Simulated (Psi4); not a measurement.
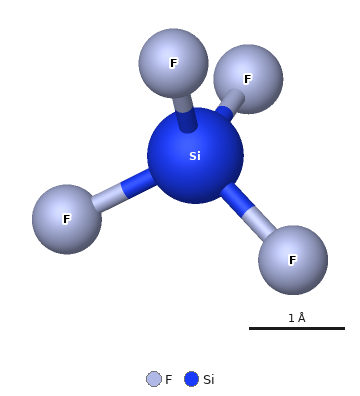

Fig. 1: The input geometry (ball-and-stick view, seen at a tilt).

## Excited-state calculation, with input and output: SiF$_{4}$

The run: excited-state calculation of SiF$_{4}$, SMILES F[Si](F)(F)F. Method and program: TDHF/6-31G*, RHF (Psi4 1.11).

The geometry comes from this level: PBE0-D4/def2-TZVP.

### Input (job.inp)
```python
memory 1600 MB

molecule {
  0 1
  F      0.143200    -0.791930     1.338460
  Si     0.000000     0.000000     0.000000
  F     -1.047100     1.144420     0.181750
  F     -0.477230    -0.967810    -1.129040
  F      1.381130     0.615320    -0.391170
  symmetry c1
}

set {
  basis     6-31G*
  reference rhf
  puream    true
  scf_type  pk
  save_jk   true
}

from psi4.driver.procrouting.response.scf_response import tdscf_excitations
energy_value, wavefunction = energy("hf", return_wfn=True)
states = tdscf_excitations(wavefunction, states=12, tda=False)
```

Machine: 1 thread of Intel Xeon @ 2.70GHz, 189 GiB of memory available, shared host.

Command:
```bash
psi4 -n 1 job.inp job.out
```

### What the program printed
```
Psi4 1.11 release

   => Loading Basis Set <=

    Name: 6-31G*
    Role: ORBITAL
    Keyword: BASIS

         ---------------------------------------------------------
                                   SCF
                              RHF Reference
                        1 Threads,   1525 MiB Core
         ---------------------------------------------------------

  ==> Geometry <==

    Molecular point group: c1
    Full point group: C1

    Geometry (in Angstrom), charge = 0, multiplicity = 1:

       Center              X                  Y                   Z               Mass
    ------------   -----------------  -----------------  -----------------  -----------------
         F            0.143200000000    -0.791930000000     1.338460000000    18.998403162730
         SI           0.000000000000     0.000000000000     0.000000000000    27.976926534650
         F           -1.047100000000     1.144420000000     0.181750000000    18.998403162730
         F           -0.477230000000    -0.967810000000    -1.129040000000    18.998403162730
         F            1.381130000000     0.615320000000    -0.391170000000    18.998403162730

  Running in c1 symmetry.

  Rotational constants: A =      0.13642  B =      0.13642  C =      0.13642 [cm^-1]
  Rotational constants: A =   4089.80896  B =   4089.68736  C =   4089.67879 [MHz]
  Nuclear repulsion =  271.610939525492370

  Charge       = 0
  Multiplicity = 1
  Electrons    = 50
  Nalpha       = 25
  Nbeta        = 25

  ==> Algorithm <==

  SCF Algorithm Type is PK.
  DIIS enabled.
  MOM disabled.
  Fractional occupation disabled.
  Guess Type is SAD.
  Energy threshold   = 1.00e-06
  Density threshold  = 1.00e-06
  Integral threshold = 1.00e-12

  ==> Primary Basis <==

  Basis Set: 6-31G*
    Blend: 6-31G*
    Number of shells: 32
    Number of basis functions: 74
    Number of Cartesian functions: 79
    Spherical Harmonics?: true
    Max angular momentum: 2

  ==> Integral Setup <==

  Using in-core PK algorithm.
   Calculation information:
      Number of atoms:                   5
      Number of AO shells:              32
      Number of primitives:             87
      Number of atomic orbitals:        79
      Number of basis functions:        74

      Integral cutoff                 1.00e-12
      Number of threads:                 1

  Performing in-core PK
  Using 7703400 doubles for integral storage.
  We computed 121828 shell quartets total.
  Whereas there are 139656 unique shell quartets.

  ==> DiskJK: Disk-Based J/K Matrices <==

    J tasked:                  Yes
    K tasked:                  Yes
    wK tasked:                  No
    Memory [MiB]:             1144
    Schwarz Cutoff:          1E-12

  Minimum eigenvalue in the overlap matrix is 2.8382259217E-02.
  Reciprocal condition number of the overlap matrix is 8.5787909390E-03.
    Using symmetric orthogonalization.

  ==> Pre-Iterations <==

  SCF Guess: Superposition of Atomic Densities via on-the-fly atomic UHF (no occupation information).

   -------------------------
    Irrep   Nso     Nmo
   -------------------------
     A         74      74
   -------------------------
    Total      74      74
   -------------------------

  ==> Iterations <==

                        Total Energy        Delta E     RMS |[F,P]|

   @RHF iter SAD:  -685.83371456754162   -6.85834e+02   0.00000e+00
   @RHF iter   1:  -686.84987788291926   -1.01616e+00   7.00288e-03 DIIS/ADIIS
   @RHF iter   2:  -686.91402987967115   -6.41520e-02   4.11169e-03 DIIS/ADIIS
   @RHF iter   3:  -686.94143851998729   -2.74086e-02   2.70676e-04 DIIS/ADIIS
   @RHF iter   4:  -686.94165276939862   -2.14249e-04   4.53867e-05 DIIS
   @RHF iter   5:  -686.94166154728896   -8.77789e-06   1.24311e-05 DIIS
   @RHF iter   6:  -686.94166243698442   -8.89695e-07   1.38956e-06 DIIS
   @RHF iter   7:  -686.94166244696908   -9.98466e-09   1.14281e-07 DIIS
  Energy and wave function converged.

  ==> Post-Iterations <==

    Orbital Energies [Eh]
    ---------------------

    Doubly Occupied:

       1A    -68.951169     2A    -26.338764     3A    -26.338764
       4A    -26.338763     5A    -26.338763     6A     -6.290599
       7A     -4.399901     8A     -4.399901     9A     -4.399901
      10A     -1.669856    11A     -1.631771    12A     -1.631769
      13A     -1.631769    14A     -0.855245    15A     -0.776461
      16A     -0.776459    17A     -0.776459    18A     -0.722959
      19A     -0.722956    20A     -0.704961    21A     -0.704961
      22A     -0.704961    23A     -0.672408    24A     -0.672408
      25A     -0.672408

    Virtual:

      26A      0.164093    27A      0.227765    28A      0.227766
      29A      0.227771    30A      0.459473    31A      0.482334
      32A      0.482335    33A      0.482345    34A      0.815167
      35A      0.815171    36A      1.174702    37A      1.174708
      38A      1.174709    39A      1.473848    40A      1.473857
      41A      1.525831    42A      1.525838    43A      1.525839
      44A      1.552775    45A      1.557379    46A      1.557383
      47A      1.557383    48A      1.699457    49A      1.699462
      50A      1.699462    51A      2.009181    52A      2.009181
      53A      2.009186    54A      2.032075    55A      2.032076
      56A      2.032076    57A      2.070372    58A      2.070374
      59A      2.072946    60A      2.072952    61A      2.072952
      62A      2.091955    63A      2.091960    64A      2.091961
      65A      2.178737    66A      2.450935    67A      2.450951
      68A      2.450952    69A      2.673627    70A      2.673644
      71A      3.142846    72A      3.434621    73A      3.434624
      74A      3.434662

    Final Occupation by Irrep:
              A
    DOCC [    25 ]
    NA   [    25 ]
    NB   [    25 ]

  @RHF Final Energy:  -686.94166244696908

   => Energetics <=

    Nuclear Repulsion Energy =            271.6109395254923697
    One-Electron Energy =               -1498.8565214496770750
    Two-Electron Energy =                 540.3039194772156861
    Total Energy =                       -686.9416624469690760

Computation Completed

Properties will be evaluated at   0.000000,   0.000000,   0.000000 [a0]

Properties computed using the SCF density matrix

 Multipole Moments:

 ------------------------------------------------------------------------------------
     Multipole            Electronic (a.u.)      Nuclear  (a.u.)        Total (a.u.)
 ------------------------------------------------------------------------------------

 L = 1.  Multiply by 2.5417464519 to convert [e a0] to [Debye]
 Dipole X            :         -0.0000012            0.0000000           -0.0000012
 Dipole Y            :         -0.0000033            0.0000000           -0.0000033
 Dipole Z            :          0.0000008           -0.0000000            0.0000008
 Magnitude           :                                                    0.0000036

 ------------------------------------------------------------------------------------

	total time  =          2 seconds =       0.03 minutes

******************************************************************************************
**********                               WARNING                                **********
**********       The names of excited state variables changed between 1.5       **********
**********     and 1.6. For a quick solution, remove the symmetry specifier     **********
**********   from the variable name. For full details, see 'Notes on Psivars'   **********
**********                        in the documentation.                         **********
******************************************************************************************

         ---------------------------------------------------------
                         TDSCF excitation energies
         ---------------------------------------------------------

  ==> Options <==

     Residual threshold  : 1.0000e-04
     Initial guess       : denominators
     Reference           : RHF
     Solver type         : RPA (Hamiltonian)

  ==> Requested Excitations <==

      12 singlet states with A symmetry

  ==> Seeking the lowest 12 singlet states with A symmetry

                        Generalized Hamiltonian Solver

  ==> Options <==

    Max number of iterations        = 60
    Eigenvector tolerance           = 1.0000e-04
    Max number of expansion vectors = 2400

  => Iterations <=
                              Max[D[value]]     Max[|R|]   # vectors
  HamiltonianSolver iter   1:   6.56789e-01  2.38791e-01     48
  HamiltonianSolver iter   2:   2.72163e-02  1.03826e-01     72
  HamiltonianSolver iter   3:   2.68002e-03  2.84512e-02     96
  HamiltonianSolver iter   4:   9.09211e-05  4.79643e-03    120
  HamiltonianSolver iter   5:   2.91280e-06  9.79533e-04    144
  HamiltonianSolver iter   6:   6.15755e-08  2.59387e-04    166
  HamiltonianSolver iter   7:   4.70976e-09  7.17483e-05    188      Converged

******************************************************************************************
**********                               WARNING                                **********
**********  Length-gauge rotatory strengths are **NOT** gauge-origin invariant  **********
******************************************************************************************

                                    Excitation Energy         Total Energy        Oscillator Strength             Rotatory Strength
     #   Sym: GS->ES (Trans)        au              eV              au          au (length)    au (velocity)    au (length)    au (velocity)
    ---- -------------------- --------------- --------------- --------------- --------------- --------------- --------------- ---------------
     1        A->A (1 A)       0.52514         14.28971       -686.41653       0.0000          0.0000          0.0000          0.0000
     2        A->A (1 A)       0.52514         14.28972       -686.41652       0.0000          0.0000         -0.0000         -0.0000
     3        A->A (1 A)       0.52514         14.28974       -686.41652       0.0000          0.0000          0.0000          0.0000
     4        A->A (1 A)       0.56186         15.28911       -686.37980       0.0000          0.0000         -0.0000         -0.0000
     5        A->A (1 A)       0.56187         15.28913       -686.37980       0.0000          0.0000          0.0000          0.0000
     6        A->A (1 A)       0.57079         15.53209       -686.37087       0.3409          0.3738         -0.0000         -0.0000
     7        A->A (1 A)       0.57079         15.53209       -686.37087       0.3409          0.3738          0.0000          0.0000
     8        A->A (1 A)       0.57079         15.53212       -686.37087       0.3409          0.3739         -0.0000         -0.0000
     9        A->A (1 A)       0.61489         16.73194       -686.32678       0.0103          0.0117         -0.0000         -0.0000
     10       A->A (1 A)       0.61489         16.73199       -686.32677       0.0103          0.0116          0.0000          0.0000
     11       A->A (1 A)       0.61489         16.73200       -686.32677       0.0103          0.0117         -0.0000         -0.0000
     12       A->A (1 A)       0.62901         17.11618       -686.31265       0.0000          0.0000         -0.0000         -0.0000

Contributing excitations and de-excitations
Only contributions with abs(coeff) > 1.00e-01 will be printed:

Excited State    1 (1 A):   0.52514 au   86.76 nm f = 0.0000
  Sums of squares: Xssq =  1.000927e+00; Yssq =  9.270722e-04; Xssq - Yssq =  1.000000e+00
     18a  ->  28a    -0.149730 ( 2.242%)
     19a  ->  29a     0.115977 ( 1.345%)
     21a  ->  29a    -0.110871 ( 1.229%)
     22a  ->  27a     0.117367 ( 1.378%)
     23a  ->  26a     0.266264 ( 7.090%)
     23a  ->  27a    -0.100896 ( 1.018%)
     24a  ->  26a    -0.467025 (21.811%)
     25a  ->  26a    -0.704712 (49.662%)
     25a  ->  30a    -0.150087 ( 2.253%)

Excited State    2 (1 A):   0.52514 au   86.76 nm f = 0.0000
  Sums of squares: Xssq =  1.000927e+00; Yssq =  9.270648e-04; Xssq - Yssq =  1.000000e+00
     18a  ->  27a    -0.179126 ( 3.209%)
     20a  ->  28a     0.138900 ( 1.929%)
     22a  ->  29a     0.117108 ( 1.371%)
     23a  ->  26a     0.108186 ( 1.170%)
     23a  ->  28a     0.134655 ( 1.813%)
     24a  ->  26a    -0.713940 (50.971%)
     24a  ->  30a    -0.152050 ( 2.312%)
     25a  ->  26a     0.514017 (26.421%)
     25a  ->  30a     0.109471 ( 1.198%)

Excited State    3 (1 A):   0.52514 au   86.76 nm f = 0.0000
  Sums of squares: Xssq =  1.000927e+00; Yssq =  9.270567e-04; Xssq - Yssq =  1.000000e+00
     19a  ->  29a    -0.167301 ( 2.799%)
     20a  ->  27a     0.133213 ( 1.775%)
     21a  ->  28a    -0.131060 ( 1.718%)
     23a  ->  26a    -0.838466 (70.303%)
     23a  ->  27a    -0.105752 ( 1.118%)
     23a  ->  30a    -0.178567 ( 3.189%)
     24a  ->  26a    -0.240428 ( 5.781%)
     25a  ->  26a    -0.157466 ( 2.480%)

Excited State    4 (1 A):   0.56186 au   81.09 nm f = 0.0000
  Sums of squares: Xssq =  1.000846e+00; Yssq =  8.463417e-04; Xssq - Yssq =  1.000000e+00
     19a  ->  26a    -0.807607 (65.223%)
     19a  ->  30a    -0.175888 ( 3.094%)
     21a  ->  27a    -0.127924 ( 1.636%)
     22a  ->  28a    -0.111260 ( 1.238%)
     23a  ->  29a    -0.363554 (13.217%)
     23a  ->  33a    -0.116567 ( 1.359%)
     24a  ->  27a     0.108193 ( 1.171%)
     24a  ->  28a    -0.146088 ( 2.134%)
     25a  ->  27a    -0.145561 ( 2.119%)
     25a  ->  28a    -0.114917 ( 1.321%)

Excited State    5 (1 A):   0.56187 au   81.09 nm f = 0.0000
  Sums of squares: Xssq =  1.000846e+00; Yssq =  8.463447e-04; Xssq - Yssq =  1.000000e+00
     18a  ->  26a    -0.807591 (65.220%)
     18a  ->  30a    -0.175886 ( 3.094%)
     20a  ->  29a     0.170896 ( 2.921%)
     24a  ->  27a    -0.277274 ( 7.688%)
     24a  ->  28a    -0.167735 ( 2.814%)
     25a  ->  27a     0.187800 ( 3.527%)
     25a  ->  28a    -0.265466 ( 7.047%)

Excited State    6 (1 A):   0.57079 au   79.82 nm f = 0.3409
  Sums of squares: Xssq =  1.000958e+00; Yssq =  9.581033e-04; Xssq - Yssq =  1.000000e+00
     16a  ->  26a    -0.156350 ( 2.445%)
     18a  ->  28a     0.110579 ( 1.223%)
     18a  ->  29a    -0.121191 ( 1.469%)
     19a  ->  28a    -0.213845 ( 4.573%)
     20a  ->  26a     0.594744 (35.372%)
     20a  ->  30a     0.112649 ( 1.269%)
     21a  ->  26a     0.477823 (22.831%)
     22a  ->  26a    -0.364233 (13.267%)
     23a  ->  27a    -0.180786 ( 3.268%)
     24a  ->  29a     0.172317 ( 2.969%)

Excited State    7 (1 A):   0.57079 au   79.82 nm f = 0.3409
  Sums of squares: Xssq =  1.000958e+00; Yssq =  9.580995e-04; Xssq - Yssq =  1.000000e+00
     15a  ->  28a    -0.100672 ( 1.013%)
     17a  ->  26a     0.174996 ( 3.062%)
     18a  ->  27a    -0.118664 ( 1.408%)
     19a  ->  27a    -0.239629 ( 5.742%)
     20a  ->  26a     0.227414 ( 5.172%)
     21a  ->  26a    -0.653409 (42.694%)
     21a  ->  30a    -0.123759 ( 1.532%)
     22a  ->  26a    -0.485842 (23.604%)
     23a  ->  28a    -0.180549 ( 3.260%)
     25a  ->  29a    -0.174318 ( 3.039%)

Excited State    8 (1 A):   0.57079 au   79.82 nm f = 0.3409
  Sums of squares: Xssq =  1.000958e+00; Yssq =  9.581322e-04; Xssq - Yssq =  1.000000e+00
     15a  ->  26a    -0.151127 ( 2.284%)
     18a  ->  29a    -0.243357 ( 5.922%)
     20a  ->  26a     0.556109 (30.926%)
     20a  ->  30a     0.105327 ( 1.109%)
     21a  ->  26a    -0.243814 ( 5.945%)
     22a  ->  26a     0.588215 (34.600%)
     22a  ->  30a     0.111407 ( 1.241%)
     24a  ->  27a    -0.159203 ( 2.535%)
     24a  ->  28a    -0.114537 ( 1.312%)
     25a  ->  27a    -0.121970 ( 1.488%)
     25a  ->  28a     0.149722 ( 2.242%)

Excited State    9 (1 A):   0.61489 au   74.10 nm f = 0.0103
  Sums of squares: Xssq =  1.000657e+00; Yssq =  6.574531e-04; Xssq - Yssq =  1.000000e+00
     15a  ->  26a    -0.565525 (31.982%)
     15a  ->  30a    -0.109547 ( 1.200%)
     16a  ->  26a     0.356954 (12.742%)
     16a  ->  27a    -0.148180 ( 2.196%)
     17a  ->  26a    -0.182131 ( 3.317%)
     17a  ->  28a    -0.136769 ( 1.871%)
     20a  ->  26a    -0.179196 ( 3.211%)
     21a  ->  27a    -0.145424 ( 2.115%)
     21a  ->  28a    -0.157726 ( 2.488%)
     21a  ->  29a     0.106107 ( 1.126%)
     22a  ->  26a    -0.205097 ( 4.206%)
     22a  ->  27a     0.194291 ( 3.775%)
     22a  ->  28a    -0.139166 ( 1.937%)
     24a  ->  27a    -0.241132 ( 5.814%)
     24a  ->  28a    -0.172236 ( 2.967%)
     25a  ->  27a    -0.184844 ( 3.417%)
     25a  ->  28a     0.224791 ( 5.053%)
     25a  ->  29a     0.106225 ( 1.128%)

Excited State   10 (1 A):   0.61489 au   74.10 nm f = 0.0103
  Sums of squares: Xssq =  1.000657e+00; Yssq =  6.574449e-04; Xssq - Yssq =  1.000000e+00
     15a  ->  26a    -0.148918 ( 2.218%)
     15a  ->  28a     0.160866 ( 2.588%)
     16a  ->  26a     0.105253 ( 1.108%)
     16a  ->  29a     0.140820 ( 1.983%)
     17a  ->  26a     0.668712 (44.718%)
     17a  ->  30a     0.129530 ( 1.678%)
     20a  ->  28a     0.233296 ( 5.443%)
     21a  ->  26a     0.228749 ( 5.233%)
     22a  ->  26a     0.154115 ( 2.375%)
     22a  ->  29a    -0.218385 ( 4.769%)
     23a  ->  27a    -0.118508 ( 1.404%)
     23a  ->  28a    -0.281670 ( 7.934%)
     24a  ->  29a    -0.157371 ( 2.477%)
     25a  ->  29a    -0.258331 ( 6.673%)

Excited State   11 (1 A):   0.61489 au   74.10 nm f = 0.0103
  Sums of squares: Xssq =  1.000657e+00; Yssq =  6.574383e-04; Xssq - Yssq =  1.000000e+00
     15a  ->  26a    -0.372025 (13.840%)
     15a  ->  27a    -0.152316 ( 2.320%)
     16a  ->  26a    -0.584753 (34.194%)
     16a  ->  30a    -0.113265 ( 1.283%)
     17a  ->  29a    -0.115770 ( 1.340%)
     20a  ->  26a    -0.209715 ( 4.398%)
     20a  ->  27a    -0.244618 ( 5.984%)
     21a  ->  26a    -0.147785 ( 2.184%)
     21a  ->  29a    -0.207910 ( 4.323%)
     22a  ->  26a     0.123421 ( 1.523%)
     23a  ->  27a    -0.279809 ( 7.829%)
     23a  ->  28a     0.120680 ( 1.456%)
     24a  ->  29a     0.253722 ( 6.437%)
     25a  ->  29a    -0.134610 ( 1.812%)

Excited State   12 (1 A):   0.62901 au   72.44 nm f = 0.0000
  Sums of squares: Xssq =  1.001394e+00; Yssq =  1.394421e-03; Xssq - Yssq =  1.000000e+00
     23a  ->  28a     0.109240 ( 1.193%)
     23a  ->  29a    -0.540241 (29.186%)
     23a  ->  33a    -0.148010 ( 2.191%)
     24a  ->  27a    -0.334760 (11.206%)
     24a  ->  28a     0.429820 (18.474%)
     24a  ->  31a    -0.110443 ( 1.220%)
     24a  ->  32a     0.101816 ( 1.037%)
     25a  ->  27a     0.438095 (19.193%)
     25a  ->  28a     0.327588 (10.731%)
     25a  ->  31a     0.106197 ( 1.128%)
     25a  ->  32a     0.107579 ( 1.157%)

******************************************************************************************
**********                               WARNING                                **********
**********       The names of excited state variables changed between 1.5       **********
**********     and 1.6. For a quick solution, remove the symmetry specifier     **********
**********   from the variable name. For full details, see 'Notes on Psivars'   **********
**********                        in the documentation.                         **********
******************************************************************************************

    Psi4 run time: 0:00:09.92
```

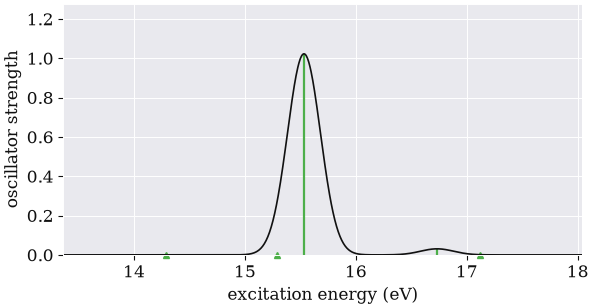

Fig. 2: Computed excitations as sticks (degenerate states added up, dark ones marked on the axis), with a Gaussian envelope of 0.35 eV full width at half maximum, scaled to the tallest. Of the 12 states the lowest lies at 14.29 eV (f = 0.000); the strongest line is at 15.53 eV, or 80 nm (f = 1.023, summed over 3 states that lie within 0.004 eV).

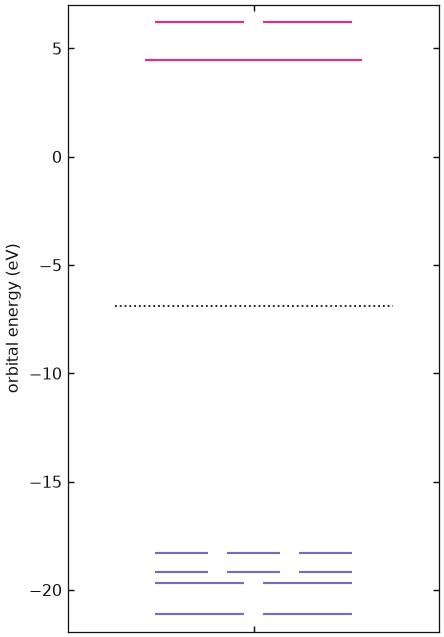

Fig. 3: Orbital energies near the frontier; the dotted line parts filled from empty levels, and levels within 0.02 eV of each other stand side by side. Highest filled −18.30 eV, lowest empty 4.47 eV, 22.77 eV apart.

### Key numbers

```json
{"quantity": "outcome", "value": "converged"}
{"quantity": "total energy", "value": "−686.941662 hartree"}
{"quantity": "basis functions", "value": "74"}
{"quantity": "HOMO", "value": "−18.30 eV"}
{"quantity": "LUMO", "value": "4.47 eV"}
{"quantity": "dipole moment", "value": "0.00 D"}
{"quantity": "lowest excitation", "value": "14.29 eV"}
{"quantity": "wall time", "value": "12 s"}
{"quantity": "peak memory", "value": "0.29 GiB"}
```
